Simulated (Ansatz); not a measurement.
# LiMgF3 (model cell, started as cubic perovskite with Mg in the octahedra): from the cell to its phonons, part 2 of 2

How does LiMgF3 (model cell, started as cubic perovskite with Mg in the octahedra) vibrate, and is this structure a minimum?

Ansatz 0.2.0; DFT PBEsol, scalar-relativistic, plane waves, PAW; PAW set soft_1.

So far. Step 4 (Tight relaxation): The forces vanish by symmetry and the pressure is -0.007 GPa, within the tolerances set. The cell now holds 11.62 Å³/atom. The relaxed cell has a = 3.873 Å (conventional setting).

The structure was built from a prototype and need not be the compound's stable phase.

## 5. Linear response at the zone centre

The zone centre comes first: it holds the modes that light can see, as far as symmetry allows. The response to a homogeneous field gives the Born charges and the dielectric tensor.

Input file input.yaml:

```yaml
crystal:
  lattice:
    - [3.8727366541, 0.0, 0.0]
    - [0.0, 3.8727366541, 0.0]
    - [0.0, 0.0, 3.8727366541]
  atoms:
    - { symbol: Li, position: [0.0, 0.0, 0.0] }
    - { symbol: Mg, position: [0.5, 0.5, 0.5] }
    - { symbol: F, position: [0.5, 0.5, 0.0] }
    - { symbol: F, position: [0.5, 0.0, 0.5] }
    - { symbol: F, position: [0.0, 0.5, 0.5] }
kpoints:
  mp_grid: { grid: [8, 8, 8] }
hamiltonian:
  xc: pbesol
  pseudopotentials: { kind: paw, azcp: { folder: soft_1 }, xc_functional: pbe }
scf:
  occupations: { method: fixed }
output:
  eigenvalues: true
phonons:
  method: dfpt
  dielectric: true
  rigid_motions: translations
```

The run is started by

```console
> ansatz run input.yaml --threads 8 --pin off --max-ram 16384MiB --backend cpu --events-out ev --progress --plain --runs-dir out
```

Numbers of over 12 decimals in the logs are rounded to 6 here.

The program printed:

```text
[...]
Crystal: 5 atoms, lattice volume = 58.084 Å³
Basis set: ecut = 420 eV, 1141 PW (Γ), exchange–correlation on 54×54×54 points (8 copies of the dense FFT grid, shifted against one another)
Bands: 22, of which v1, the nominal top of the filled ones, is band 17 counted from 1 (16 counted from 0)
Symmetry: 48 space group operations
k-points: 170 of 512 (irreducible under 2 space group operations, time reversal used)
[...]
SCF iter   1: F=—  HF=-4524.809510 eV  |F-HF|=—  |Δ(HF+E_count)|=         —  Δρ=1.02e-1  dr2=4.24e0  ethr=3.10e-3  ⟨swp⟩=4.3  Hψ=16260  notcnv=0  defer=370
[...]
SCF iter  10: F=-4523.439971 eV  HF=-4523.439971 eV  |F-HF|=4.09e-11  |Δ(HF+E_count)|=  9.80e-10  Δρ=2.68e-7  dr2=2.98e-11  ethr=1.00e-12  ⟨swp⟩=12.0  Hψ=22463  notcnv=0
SCF 1 converged in 10 iterations: F = -4523.439971 eV  dr2 = 2.98e-11
[...]
DFPT response loops at Γ: preconditioner auto → none (the input reference at scf.mixing.eps_inf says where Resta's filter doesn't serve); β = 0.50; Broyden in place of MSR1
SCF converged after 10 iterations
Free energy (F): -4523.439971 eV
[...]
Internal energy: -4523.439971 eV  (E = F + TS)
E sigma→0 (E₀):  -4523.439971 eV
Fermi energy:    0.931922 eV
[...]
--- Band table (eV; the first three rows and the last of 170) ---
  k-point 0: bands = [... 13 lower, 0.2346, 0.4396, 0.4396, 0.4396, 6.8136, 13.9627, 13.9627, 13.9627, ... 1 higher]
  k-point 1: bands = [... 13 lower, 0.2030, 0.2684, 0.4145, 0.4145, 7.0463, 12.9157, 13.8491, 13.8491, ... 1 higher]
  k-point 2: bands = [... 13 lower, 0.0561, 0.1274, 0.3892, 0.3892, 7.6581, 11.6717, 13.6051, 13.6051, ... 1 higher]
  k-point 169: bands = [... 13 lower, -0.2769, 0.9319, 0.9319, 0.9319, 10.7911, 12.2973, 12.2973, 12.2973, ... 1 higher]
--- Phonons (Γ-DFPT): 4 representative perturbations + reference, on 170 of 512 k-points (Σ response iterations 14) ---
  k mesh reduced under 2 symmetry operations, with k and −k counted as one. Each operation leaves every solved perturbation unchanged. A smaller set is not considered because the run solves the response to a homogeneous field
  ASR residual: 1.244e-3 → 0.000e0 eV/Å²; symmetrization residual: 1.265e-6 eV/Å²
  ASR residual per site (eV/Å²): 1.29e-4 1.24e-3 1.00e-3 1.00e-3 1.00e-3
  Γ frequencies (cm⁻¹): -228.19 -228.19 -228.19 0.00 0.00 0.00 89.72 89.72 89.72 293.86 293.86 293.86 572.16 572.16 572.16
  ε∞ (high-frequency dielectric tensor):
        1.989148     0.000000     0.000000
        0.000000     1.989148     0.000000
        0.000000     0.000000     1.989148
  softest optical mode at Γ: -228.19 cm⁻¹; the repairs (sum rule, projections) moved no ω² at Γ by more than (3.88 cm⁻¹)²
  Born effective charges Z* (e; rows j = field, columns β = displacement):
    site 0:
         1.20382    0.00000    0.00000
        -0.00000    1.20382    0.00000
         0.00000    0.00000    1.20382
    site 1:
         1.88600    0.00000    0.00000
        -0.00000    1.88600    0.00000
         0.00000    0.00000    1.88600
    site 2:
        -0.90621    0.00000    0.00000
         0.00000   -0.90621    0.00000
         0.00000    0.00000   -1.27739
    site 3:
        -0.90621    0.00000    0.00000
         0.00000   -1.27739    0.00000
         0.00000    0.00000   -0.90621
    site 4:
        -1.27739    0.00000    0.00000
         0.00000   -0.90621    0.00000
         0.00000    0.00000   -0.90621
  Z* charge neutrality: 4.700e-5 e pre-enforcement
  k-mesh period / interband length: 31.0 Å / 0.88 Å = 35.24 at k = (0.0000, 0.0000, 0.0000), direct gap 6.374 eV — 14 or more, which is no proof of convergence
  optical modes at Γ without the LO–TO term, one row a degenerate level:
      ω (cm⁻¹)  modes    IR ((D/Å)²/amu)
       -228.19      3            21.8669
         89.72      3             0.0000
        293.86      3             2.1511
        572.16      3            12.4915
  optical modes at Γ + LO–TO along q̂ = [1.0000, 0.0000, 0.0000]:
      ω (cm⁻¹)  modes    IR ((D/Å)²/amu)
       -228.19      2            14.5779
         89.72      3             0.0000
        189.86      1             2.3086
        293.86      2             1.4341
        333.54      1             1.9310
        572.16      2             8.3277
        662.58      1             7.9302
  optical modes at Γ + LO–TO along q̂ = [0.0000, 1.0000, 0.0000]:
      ω (cm⁻¹)  modes    IR ((D/Å)²/amu)
       -228.19      2            14.5779
         89.72      3             0.0000
        189.86      1             2.3086
        293.86      2             1.4341
        333.54      1             1.9310
        572.16      2             8.3277
        662.58      1             7.9302
  optical modes at Γ + LO–TO along q̂ = [0.0000, 0.0000, 1.0000]:
      ω (cm⁻¹)  modes    IR ((D/Å)²/amu)
       -228.19      2            14.5779
         89.72      3             0.0000
        189.86      1             2.3086
        293.86      2             1.4341
        333.54      1             1.9310
        572.16      2             8.3277
        662.58      1             7.9302
```

Run time: 11 s. Hardware: 8 threads of INTEL XEON PLATINUM 8581C at 2.30GHz (Emerald Rapids), shared host; peak memory 1 GiB.

Numbers from this step:

| Quantity | Value |
| --- | --- |
| sum-rule residual before enforcement | 0.001244 eV/Å² |
| miss of the charge sum rule | 4.70e-5 e |
| point group | m-3m |
| highest optical mode at the zone centre (no LO-TO term) | 572.2 cm⁻¹ |
| lowest optical zone-centre mode | -228.2 cm⁻¹ |
| mean high-frequency dielectric constant | 1.989 |
| largest Born charge (third of the trace) | 1.886 e |
| top of the zone-centre spectrum with the field | 662.6 cm⁻¹ |

Without the LO-TO term. Patterns of degenerate modes are one choice out of their space. The modes at Γ (shares of kinetic energy by element, %) (negative means imaginary):

```csv
mode,frequency (cm⁻¹),symmetry,Li %,Mg %,F %
1,-228.2,T1u,82,0,17
2,-228.2,T1u,82,0,17
3,-228.2,T1u,82,0,17
4,0.0,acoustic,8,28,65
5,0.0,acoustic,8,28,65
6,0.0,acoustic,8,28,65
7,89.7,T2u,0,0,100
8,89.7,T2u,0,0,100
9,89.7,T2u,0,0,100
10,293.9,T1u,10,40,51
11,293.9,T1u,10,40,51
12,293.9,T1u,10,40,51
13,572.2,T1u,0,33,67
14,572.2,T1u,0,33,67
15,572.2,T1u,0,33,67
```

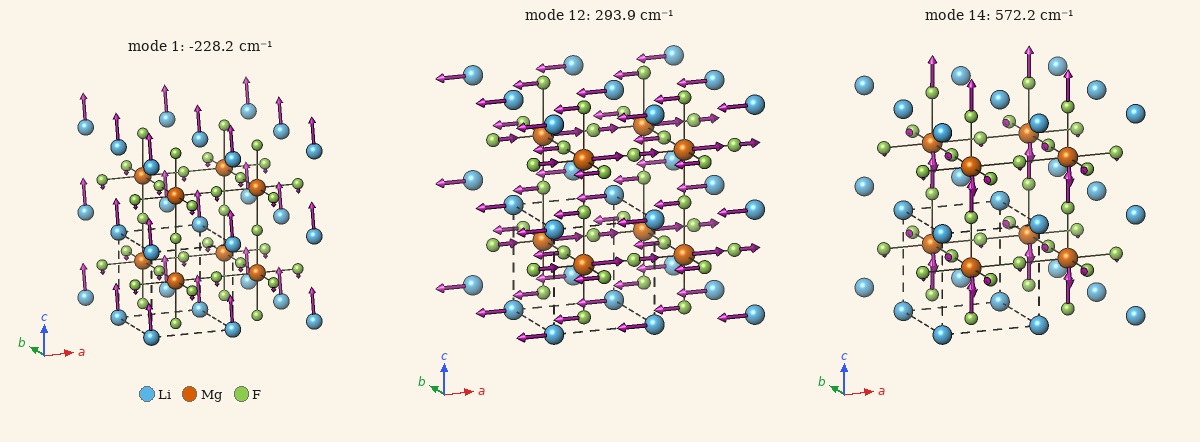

Displacement patterns of modes 1, 12 and 14 at Γ; arrows are exaggerated. 2×2×2 cells are drawn. Some periodic images of atoms are drawn too.

Optical modes at the zone centre, without and with the macroscopic field of the longitudinal modes; each column is sorted by frequency, so a row need not hold one and the same mode. Modes with and without the field, by row:

```csv
rank among optical modes,no field (cm⁻¹),"q along (1, 0, 0) (cm⁻¹)"
1,-228.2,-228.2
2,-228.2,-228.2
3,-228.2,89.7
4,89.7,89.7
5,89.7,89.7
6,89.7,189.9
7,293.9,293.9
8,293.9,293.9
9,293.9,333.5
10,572.2,572.2
11,572.2,572.2
12,572.2,662.6
```

Born charge (rows field, columns displacement) (e), principal values of the symmetric part by kind of site:

```csv
atom,atoms with these values,low,middle,high,mean
Li1,1,1.20,1.20,1.20,1.20
Mg2,1,1.89,1.89,1.89,1.89
F3,3,-1.28,-0.91,-0.91,-1.03
```

In full for Mg2:

```
1.89 0.00 0.00
0.00 1.89 0.00
0.00 0.00 1.89
```

High-frequency dielectric tensor:

```
1.99 0.00 0.00
0.00 1.99 0.00
0.00 0.00 1.99
```

Transverse modes; imaginary modes are left out. Lines of the infrared spectrum (strongest = 100):

```csv
position (cm⁻¹),label,relative intensity
90,T2u,0.0
294,T1u,17
572,T1u,100
```

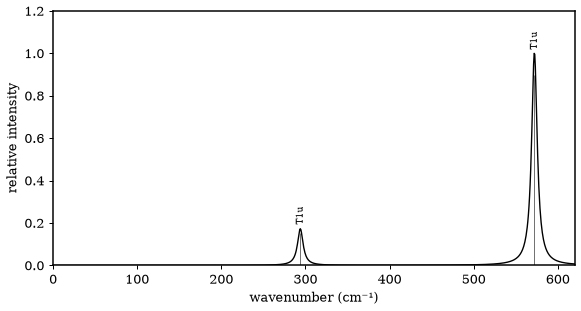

The infrared spectrum, broadened with Lorentzians of width 8 cm⁻¹; bars mark the lines.

Before it was imposed, the acoustic sum rule was missed by 0.0012 eV/Å² and the charge sum rule by 4.7e-5 e. Small misses are needed for a sound result but don't prove that mesh and cutoff are converged. The lowest optical mode is imaginary, 228.2i cm⁻¹, so the energy falls along it.

## 6. Phonons on a q mesh

Stability and thermal properties need the whole zone. Linear response on a 4×4×4 q mesh gives force constants as far as a supercell of that size would, and the tensors from the zone-centre run are typed in so that the long-range dipole term is interpolated apart.

input.yaml, the sections that differ from step 5:

```yaml
phonons:
  method: dfpt
  qmesh: [4, 4, 4]
  temperatures: { t_max: 1000, t_step: 50 }
  qpath:
    path:
      - [[0.0, 0.0, 0.0], [0.0, 0.5, 0.0], [0.5, 0.5, 0.0], [0.0, 0.0, 0.0], [0.5, 0.5, 0.5], [0.0, 0.5, 0.0]]
      - [[0.5, 0.5, 0.5], [0.5, 0.5, 0.0]]
    npoints: 10
  non_analytic_term:
    high_frequency_dielectric_tensor: [[1.9891, 0.0, 0.0], [0.0, 1.9891, 0.0], [0.0, 0.0, 1.9891]]
    born_effective_charges:
      - { species: Li, tensor: [[1.2038, 0.0, 0.0], [0.0, 1.2038, 0.0], [0.0, 0.0, 1.2038]] }
      - { species: Mg, tensor: [[1.886, 0.0, 0.0], [0.0, 1.886, 0.0], [0.0, 0.0, 1.886]] }
      - { species: F, tensor: [[-0.9062, 0.0, 0.0], [0.0, -0.9062, 0.0], [0.0, 0.0, -1.2774]] }
      - { species: F, tensor: [[-0.9062, 0.0, 0.0], [0.0, -1.2774, 0.0], [0.0, 0.0, -0.9062]] }
      - { species: F, tensor: [[-1.2774, 0.0, 0.0], [0.0, -0.9062, 0.0], [0.0, 0.0, -0.9062]] }
    source: "zone-centre run at this cell"
# crystal, kpoints, hamiltonian, scf, output: as in step 5
```

The program printed:

```text
[...]
Crystal: 5 atoms, lattice volume = 58.084 Å³
Basis set: ecut = 420 eV, 1141 PW (Γ), exchange–correlation on 54×54×54 points (8 copies of the dense FFT grid, shifted against one another)
Bands: 22, of which v1, the nominal top of the filled ones, is band 17 counted from 1 (16 counted from 0)
Symmetry: 48 space group operations
k-points: 35 of 512
[...]
SCF iter   1: F=—  HF=-4524.809570 eV  |F-HF|=—  |Δ(HF+E_count)|=         —  Δρ=1.02e-1  dr2=4.24e0  ethr=3.10e-3  ⟨swp⟩=4.4  Hψ=3356  notcnv=0  defer=71
[...]
SCF iter  11: F=-4523.439971 eV  HF=-4523.439971 eV  |F-HF|=2.73e-12  |Δ(HF+E_count)|=  5.00e-11  Δρ=4.95e-8  dr2=1.00e-12  ethr=1.00e-12  ⟨swp⟩=11.0  Hψ=4113  notcnv=0
SCF 1 converged in 11 iterations: F = -4523.439971 eV  dr2 = 1.00e-12
[...]
NSCF: frozen V_eff on 35 k-points
[...]
DFPT response loops at q = (0, 0, 0) (fractional): preconditioner auto → none (the input reference at scf.mixing.eps_inf says where Resta's filter doesn't serve); β = 0.50; Broyden in place of MSR1
[...]
SCF converged after 11 iterations
Free energy (F): -4523.439971 eV
[...]
Internal energy: -4523.439971 eV  (E = F + TS)
E sigma→0 (E₀):  -4523.439971 eV
Fermi energy:    0.931924 eV
[...]
--- Band table (eV; the first three rows and the last of 35) ---
  k-point 0: bands = [... 13 lower, 0.2347, 0.4396, 0.4396, 0.4396, 6.8136, 13.9627, 13.9627, 13.9627, ... 1 higher]
  k-point 1: bands = [... 13 lower, 0.2030, 0.2684, 0.4145, 0.4145, 7.0463, 12.9157, 13.8491, 13.8491, ... 1 higher]
  k-point 2: bands = [... 13 lower, 0.0561, 0.1275, 0.3892, 0.3892, 7.6581, 11.6717, 13.6051, 13.6051, ... 1 higher]
  k-point 34: bands = [... 13 lower, -0.2769, 0.9319, 0.9319, 0.9319, 10.7911, 12.2973, 12.2973, 12.2973, ... 1 higher]
--- Phonons (Γ-DFPT): 4 representative perturbations + reference (Σ response iterations 14) ---
  ASR residual: 1.278e-3 → 0.000e0 eV/Å²; symmetrization residual: 1.417e-6 eV/Å²
  ASR residual per site (eV/Å²): 9.28e-5 1.28e-3 8.94e-4 8.94e-4 8.94e-4
[...]
--- Phonons (arbitrary-q DFPT): 10 irreducible q on the 4×4×4 mesh ---
  q = [0.0000, 0.0000, 0.0000] (star 1, of the zone-centre solve; hermiticity 1.79e-7, symmetrization 4.79e-13): -228.19 -228.19 -228.19 -0.00 0.00 0.00 89.72 89.72 89.72 293.86 293.86 293.86 572.16 572.16 572.16
  q = [0.0000, 0.0000, 0.2500] (star 6, 9 solved perturbations in 1560 linear systems a pass and spin channel, the states on 200 of 512 k-point pairs; hermiticity 1.53e-7, symmetrization 5.06e-13): -220.25 -220.25 38.30 38.30 101.14 123.38 123.38 146.49 223.57 276.84 276.84 374.00 571.31 571.31 622.89
[...]
q = [0.0000, 0.2500, -0.5000] (star 12, 15 solved perturbations on 200 of 512 k-point pairs; hermiticity 1.28e-7, symmetrization 3.67e-14): -209.13 -199.03 -135.83 -104.19 89.47 159.92 180.39 204.52 235.31 249.63 367.93 479.88 480.59 569.63 585.63
[...]
sum rule: each row above includes the acoustic sum rule's correction from the zone centre's row sums; it moved no ω² by more than (3.78 cm⁻¹)²
  mesh force constants: q→R imaginary residual 7.04e-19; ASR residual 1.278e-3 → 0.000e0 eV/Å²; symmetrization residual 7.105e-15 eV/Å²
  interpolated dispersion: 63 rows × 15 modes
  density of states and harmonic sums: on the 16×16×16 q-mesh, interpolated from the force constants of a 4×4×4 supercell (with the dipole–dipole term of supplied tensors)
  largest difference from the sums on the solved wave vectors: F 1.38e-1 eV, S 1.85e-4 and C_V 4.81e-5 eV/K
  zero-point energy: 0.219579 eV/cell   skipped modes (ω ≤ 0): 678, of them read as no rigid motion or as one in doubt: 675 (4.132e0 modes/cell left out, lowest -228.19 cm⁻¹)   left out of the sums: 2.76e-1 of the cell's modes: C_V's classical limit lies that fraction below 3 k_B per atom; for a crystal, a wire or a layer, F and S can be off by more, and a phonons.interpolated_qmesh denser along its periods is the remedy for the sampling
```

The job ended after 2.1 min (8 threads; peak memory 1.7 GiB; 15 min of CPU time).

This step gave:

| Item | Value |
| --- | --- |
| sum-rule residual before enforcement | 0.001278 eV/Å² |
| lowest frequency on the path | -228.2 cm⁻¹ |
| highest frequency on the path or at a solved wavevector | 662.6 cm⁻¹ |
| lowest mode on the q mesh (acoustic modes at Γ apart) | -228.2 cm⁻¹ |

Frequencies (cm⁻¹) solved at each irreducible wavevector; negative means imaginary. Frequencies by wavevector, by row:

```csv
q in reciprocal lattice units,star,mode 1,mode 2,mode 3,mode 4,mode 13,mode 14,mode 15
0 0 0,1,-228.2,-228.2,-228.2,0,572.2,572.2,572.2
0 0 0.25,6,-220.2,-220.2,38.3,38.3,571.3,571.3,622.9
0 0 -0.5,3,-211.6,-211.6,-4.8,-4.8,534.4,570.5,570.5
0 0.25 0.25,12,-216.9,-210.5,-77.3,-71.6,528.3,570.5,625.5
0 0.25 -0.5,12,-209.1,-199,-135.8,-104.2,480.6,569.6,585.6
0 -0.5 -0.5,3,-203.1,-203.1,-182.8,-161.7,479,546.1,568.8
0.25 0.25 0.25,8,-215.1,-215.1,-93.1,-85.2,527.4,527.4,627.5
0.25 0.25 -0.5,12,-213.1,-196.6,-170.4,-122.5,469.6,526.4,601.1
0.25 -0.5 -0.5,6,-206.6,-206.6,-200,-162,458.8,497.5,583.3
-0.5 -0.5 -0.5,1,-214,-214,-214,-162.4,436.8,436.8,569.8
```

Interpolated from a 4×4×4 q mesh, with the LO-TO term (at Γ the limit along the path; where Γ stands inside the path, tables give the limit on arrival). The phonon branches at the labelled points (cm⁻¹):

```csv
point,branch 1,branch 2,branch 3,branch 4,branch 12,branch 13,branch 14,branch 15
Γ,-228,-228,0,0,334,572,572,663
X,-212,-212,-5,-5,481,534,570,570
M,-203,-203,-183,-162,479,479,546,569
Γ,-228,-228,0,0,334,572,572,663
R,-214,-214,-214,-162,437,437,437,570
X,-212,-212,-5,-5,481,534,570,570
jump to R,-214,-214,-214,-162,437,437,437,570
M,-203,-203,-183,-162,479,479,546,569
```

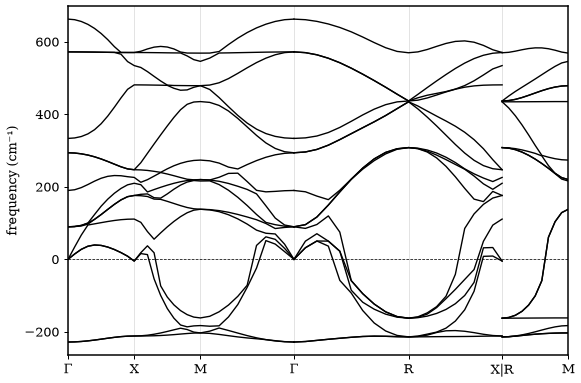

Phonon branches along the path.

The phonon density of states has structure finer than the step of the table below, so its rows give means over 50 cm⁻¹, whole bins alone (the curve runs from -225 to 665 cm⁻¹). Peaks (cm⁻¹: height): -215.0: 0.100, 265.0: 0.032, 565.0: 0.0410.

Tetrahedra on a 16×16×16 mesh, mean over bins of 10 cm-1. Interpolated from a 4×4×4 q mesh. Table of phonon density of states by wavenumber; means over each step:

```csv
wavenumber (cm⁻¹),phonon density of states (1/cm⁻¹/cell)
-200,0.0434
-150,0.0137
-100,0.0130
-50,0.00782
0,0.00651
50,0.0140
100,0.0160
150,0.0143
200,0.0244
250,0.0286
300,0.0186
350,0.0120
400,0.0136
450,0.0153
500,0.0151
550,0.0224
600,0.0163
```

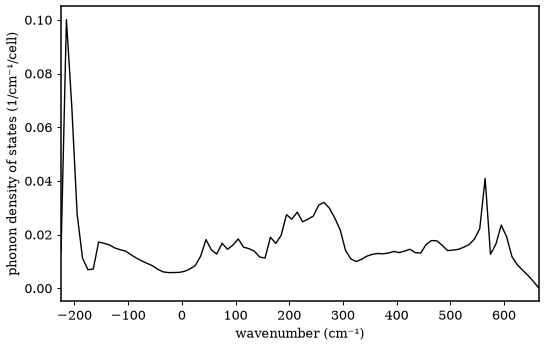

Phonon density of states against wavenumber.

The partial phonon density of states has structure finer than the step of the table below, so its rows give means over 50 cm⁻¹, whole bins alone (the curve runs from -238 to 690 cm⁻¹). Peaks (cm⁻¹: height): F -209.0: 0.0166, -139.0: 0.0137, 47.7: 0.0159, 82.7: 0.0153, 263.6: 0.0219, 567.0: 0.0213, 596.2: 0.0152; Li -209.0: 0.0662; Mg 257.8: 0.00701, 345.3: 0.00558, 374.4: 0.00668, 409.5: 0.00749, 473.6: 0.0115, 567.0: 0.0103, 596.2: 0.00554.

Phonopy on the run's constants, 15x15x15 mesh, Gaussian sigma 6.6 cm-1. Interpolated from a 4×4×4 q mesh. The partial phonon density of states by wavenumber; means over each step; values in 1/cm⁻¹/cell:

```csv
wavenumber (cm⁻¹),F,Li,Mg
-200,0.00820,0.0336,2.7e-4
-150,0.0101,0.00360,1.4e-4
-100,0.0108,0.00203,1.3e-4
-50,0.00778,9.5e-4,1.8e-4
0,0.00268,2.9e-4,2.2e-4
50,0.0127,0.00110,0.00132
100,0.0139,0.00161,0.00113
150,0.0105,0.00233,0.00181
200,0.0154,0.00460,0.00431
250,0.0203,0.00204,0.00622
300,0.0110,0.00208,0.00559
350,0.00607,0.00120,0.00481
400,0.00684,8.8e-4,0.00555
450,0.00649,5.8e-4,0.00825
500,0.00815,2.7e-4,0.00688
550,0.0146,8.1e-5,0.00711
600,0.0117,3.7e-4,0.00465
650,0.00228,1.7e-4,0.00142
```

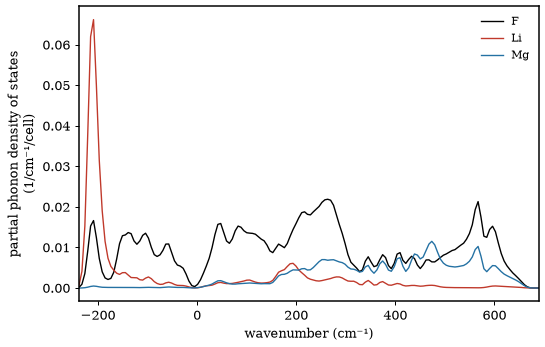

Partial phonon density of states, plotted against wavenumber.

Symmetry leaves 10 wavevectors to solve. The lowest mode among them, the acoustic zeros apart, lies at Γ and is imaginary, 228.2i cm⁻¹, so the energy falls along it.

## 7. Results

```json
{"space group after relaxation (within 0.01 Å)": "Pm-3m", "volume per atom": "11.6 Å³", "gap on the k-mesh": "5.88 eV", "highest optical mode at the zone centre (no LO-TO term)": "572 cm⁻¹", "top of the zone-centre spectrum with the field": "663 cm⁻¹", "lowest optical zone-centre mode": "-228 cm⁻¹", "mean high-frequency dielectric constant": "1.99", "largest Born charge (third of the trace)": "1.89 e", "lowest mode on the q mesh (acoustic modes at Γ apart)": "-228 cm⁻¹", "highest frequency on the path or at a solved wavevector": "663 cm⁻¹", "imaginary modes on the 4×4×4 q mesh": "yes"}
```

**Reading.** Modes are clearly imaginary (beyond 10i cm⁻¹) at 10 of the 10 irreducible wavevectors, most at Γ (228.2i cm⁻¹), so this structure is not a minimum of the energy. Without the field, the optical modes at Γ span -228 to 572 cm⁻¹ (negative means imaginary). The highest mode in this list at Γ, 572.2 cm⁻¹, has its largest share on F (67 % of the kinetic energy). With the macroscopic field of the longitudinal modes the top of the zone-centre spectrum lies at 663 cm⁻¹, against 572 cm⁻¹ without it. Among the real modes, the strongest infrared line is at 572 cm⁻¹. The PAW files were made for PBE and serve the other functionals too. The starting cell was built on a prototype and not taken from a measurement, so the phase need not exist. These are harmonic frequencies at zero temperature: anharmonic shifts, linewidths and thermal expansion are left out.

[Logs are printed without paths, hosts, clocks, repeated set-up lines and the standing remarks that a program may print on its own settings, such as how far it seeks lower states.]

[Hosts, paths, dates, database ids (printed as entryN), source tags and the programs' standing remarks are cut or masked in the printed files.]
